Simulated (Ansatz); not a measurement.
**AlH3N2S (SMILES [NH2][Al]1[NH][S]1): density, localisation and related maps**

```tsv
atom	x (Å)	y (Å)	z (Å)
Al	-1.4161	-0.0174	0.0116
N	-1.4493	-1.7304	-0.4176
N	-1.5086	1.2375	1.3246
S	-1.3371	2.0678	-0.4465
H	-1.4814	-2.0893	-1.3737
H	-1.4950	-2.4988	0.2547
H	-0.6387	1.4923	1.8221
```

Geometry: PBE-D3(BJ)/def2-SVP.

Method: Ansatz 0.2.0, isolated molecule in a Gaussian basis; Kohn-Sham density functional theory, functional PBE0.

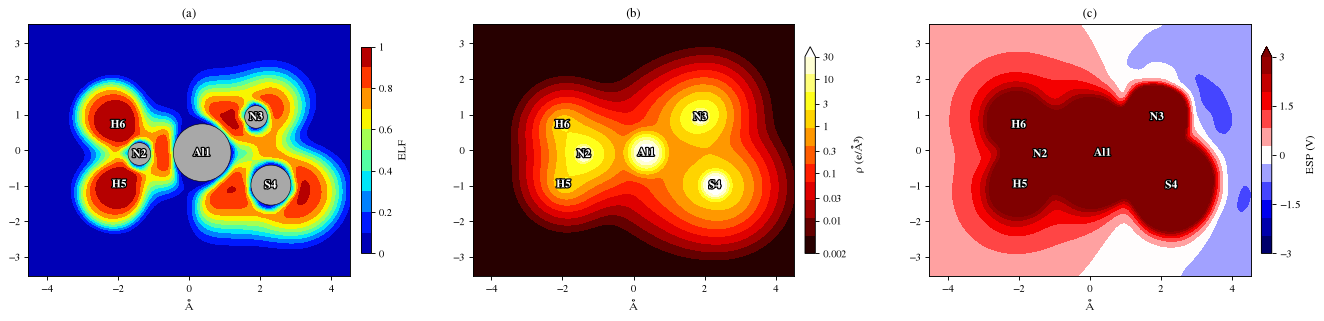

Figure 1. (a) electron localisation function; (b) electron density; (c) molecular electrostatic potential on the plane of atoms N2, Al1 and S4. Grey discs cover the atomic cores in the ELF map.

Q: What does the map show?

A:
- Atoms in the plane: Al, N, S and H.
- Al–N (1.77 Å): ρ at the midpoint is about 0.88 e/Å³; the ELF peaks at about 0.90 in the valence shell of N, 0.6 Å from its nucleus, and is about 0.65 at the midpoint.
- S–N (1.96 Å): the density is about 0.87 e/Å³ at the midpoint; the ELF peaks at about 0.75 between the atoms; a shared electron pair.
- Al–S (2.14 Å): ρ at the midpoint is about 0.66 e/Å³; the ELF peaks at about 0.75 in the valence shell of S, 0.9 Å from its nucleus, and is about 0.70 at the midpoint.
- N–H (1.02 Å): ρ at the midpoint is about 2.8 e/Å³; the ELF climbs to about 1 towards the hydrogen, as it does in any bond to H (a covalent bond by its length).
- Al–N (1.82 Å): the density is about 0.79 e/Å³ at the midpoint; the ELF peaks at about 0.90 in the valence shell of N, 0.6 Å from its nucleus, and is about 0.60 at the midpoint.
- The ELF also peaks beside S4, away from the bonds: lone-pair regions.
- Outside the dense part of the molecule the potential is most negative (−1.0 V) near N3.

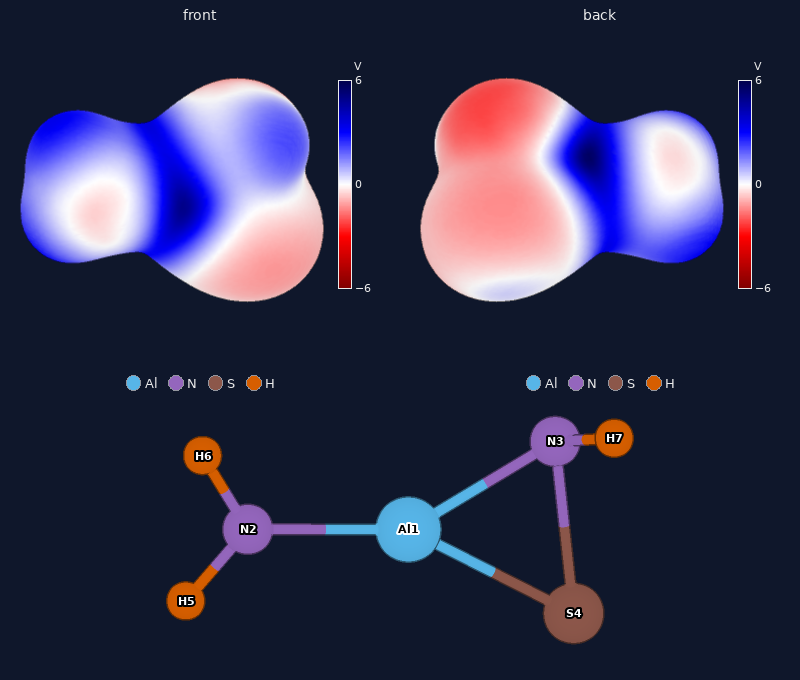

Figure 2. The electrostatic potential painted on the density surface at 0.004 e/bohr³, seen from the front and from behind; red is negative and blue positive. The bare structure is drawn below in the same view.

Q: Where is the surface potential most negative and most positive?

A: The most negative region (about −2.1 V) lies over N3, the most positive (about +5.0 V) over Al1. N3 is the likeliest acceptor of a hydrogen bond.

Q: How polar is the molecule by this calculation?

A: Its dipole moment is 4.36 D.

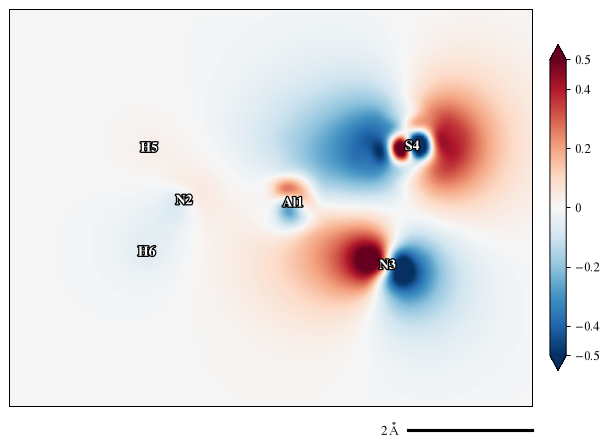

Figure 3. The HOMO−1 on the plane of atoms N3, Al1 and S4 (values in Å⁻³ᐟ²; the overall sign is arbitrary).

Q: Where does this orbital lie, and at what energy?

A: It lies mainly on S4 (about 60 %), N3 (about 20 %) and Al1 (about 15 %). Its energy is −7.44 eV.

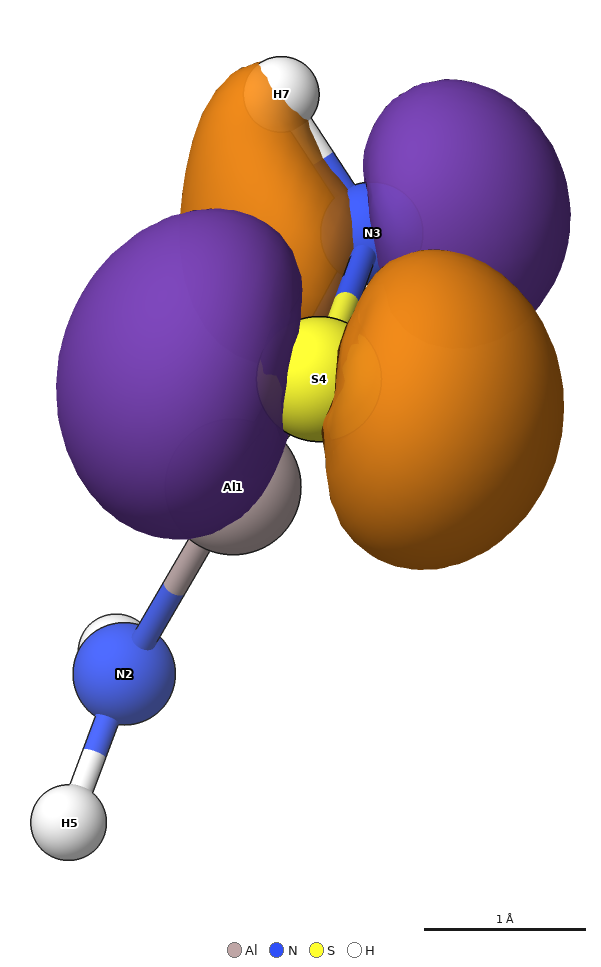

Figure 4. The HOMO at ±0.15 Å⁻³ᐟ² (orange and purple are the two phases), seen at an oblique angle.

Q: What is the character of this orbital?

A: By Hirshfeld shares it lies mainly on S4 (about 55 %) and N3 (about 30 %); π-antibonding (π*) across S4–N3. Its energy is −6.08 eV.
